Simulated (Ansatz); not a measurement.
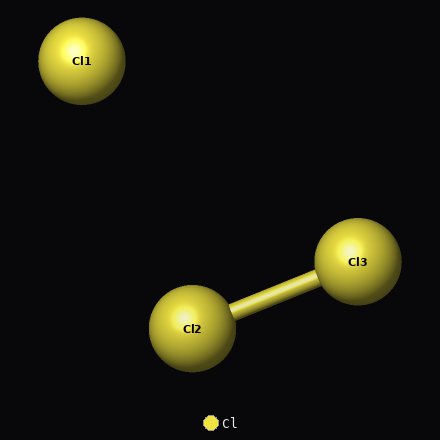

The system is Cl⁻ + Cl₂; the picture shows the reference structure. The first coordinate is: distance Cl1–Cl2; the second: distance Cl2–Cl3. Nothing is relaxed (the angle Cl1–Cl2–Cl3 is fixed at 90 degrees). Grid: 17 × 17 points; 146 points were computed and 129 follow by symmetry. At 14 points there is no value. Points are written as (first, second). Energies are in eV, from the lowest grid point. The reference is spin-restricted, so regions where a bond is pulled apart into radicals lie too high. Theory: Ansatz, RKS PBE0-D4/def2-TZVPD.

Its coordinates:

```xyz
3

Cl   -3.2320    0.0000    0.0000
Cl    0.0000    0.0000    0.0000
Cl    0.0000    1.9850    0.0000
```

The input of one point:

```yaml
crystal:
  periodic: [false, false, false]
  atoms:
    - { symbol: Cl, position_ang: [-3.232, 0.0, 0.0] }
    - { symbol: Cl, position_ang: [0.0, 0.0, 0.0] }
    - { symbol: Cl, position_ang: [0.0, 1.985, 0.0] }
total_charge: -1
basis:
  gaussian: { orbitals: def2-TZVPD }
hamiltonian:
  xc: pbe0
  dispersion: d4
output:
  forces: true
```

Range: distance Cl1–Cl2 from 1.632 to 3.232 Å; distance Cl2–Cl3 from 1.632 to 3.232 Å.

Q: What landscape does the calculation give?

A: The lowest grid point is at (1.985 Å, 3.232 Å). It lies in a valley that leaves the map towards separated partners. The highest grid point, (1.632 Å, 1.632 Å), lies 13.92 eV above the lowest. On the interpolated surface the lowest path from the side where the first distance is long, (3.232 Å, 1.985 Å), to the side where the second distance is long, (1.985 Å, 3.232 Å), has its top at about (2.60 Å, 2.60 Å), about 1.2 eV above the start and 1.2 eV above the end.

```
distance Cl2–Cl3 ↓, distance Cl1–Cl2 →  1.676  1.814  1.985  2.178  2.389  2.615  2.853  3.103
                                 3.232   1.63   0.37   0.00   0.25   0.69   1.13   1.51   1.78
                                 2.977   1.73   0.48   0.11   0.37   0.78   1.16   1.44   1.61
                                 2.733   1.99   0.75   0.39   0.63   0.96   1.19   1.29   1.32
                                 2.500   2.54   1.31   0.94   1.14   1.25   1.16   1.03   0.94
                                 2.282   3.56   2.34   1.95   1.85   1.47   1.00   0.67   0.51
                                 2.079   5.27   4.04   3.39   2.47   1.42   0.69   0.30   0.13
                                 1.896   7.72   6.31   4.66   2.80   1.47   0.70   0.30   0.12
                                 1.739  10.64   8.33   5.69   3.62   2.27   1.51   1.12   0.95
                                 1.632  12.86   9.87   7.08   4.99   3.65   2.90   2.52   2.36
```

The table holds every second grid line.

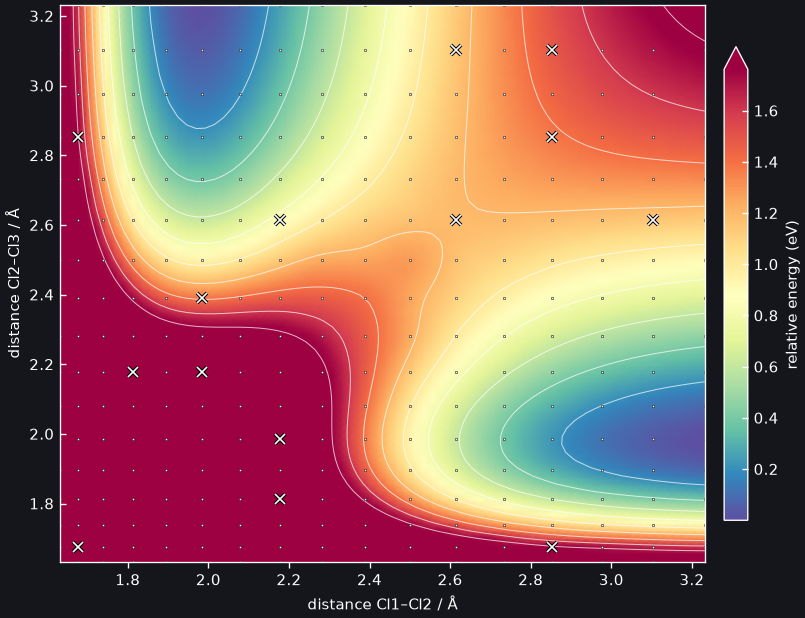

Drawn: a smooth colour map with a few white contour lines, crosses at grid points without a value, dots at the grid points, one colour for all values above the top of the scale. Between grid points the surface is interpolated.

Each point was launched as `ansatz run input.yaml --threads 1 --pin off --max-ram 2560MiB --backend cpu --events-out ev --progress --plain --runs-dir out`. The whole map (146 points run) took 19 min on 1 thread of Arm Neoverse V1 (shared host).
